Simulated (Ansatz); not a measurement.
The cell below is Tc (P6_3/mmc). Source of the atomic positions: the input geometry of an electronic-structure calculation (not necessarily at equilibrium).

```
CELL_PARAMETERS angstrom
2.71496 0.00000 0.00000
-1.35748 2.35122 0.00000
0.00000 0.00000 4.35478
ATOMIC_POSITIONS crystal
Tc 0.33333 0.66667 0.75000
Tc 0.66667 0.33333 0.25000
```

The atoms' radii are touching radii (half the shortest distance): Tc 1.34 Å.

Find the largest hole by geometry, and further ones that a grid search gives (radius above 0.15 Å; smaller ones may be missed, and maxima closer than 0.25 Å are merged).

Answer.
```
hole  site              x, y, z  radius (Å)  nearest atoms        shape
  V1    2a  0.000, 0.000, 0.000        0.57           6 Tc   octahedral
  V2    4f  0.667, 0.333, 0.630        0.31           4 Tc  tetrahedral
```

Nearest atoms are those whose sphere lies within 0.15 Å of the hole's sphere; in brackets, those within 0.5 Å. The largest sphere that fits anywhere has a diameter of 1.13 Å; the largest that can travel through the crystal, about 0.5 Å.

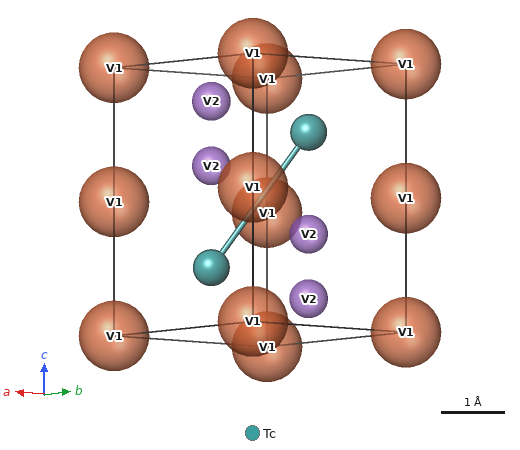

Translucent spheres (V1, V2) fill the 2 holes listed first by a grid search for holes with a radius above 0.15 Å (the largest is sure; smaller ones may be missed, and maxima closer than 0.25 Å are merged) at their true size; atoms are drawn smaller than their model radii. View from a free direction.
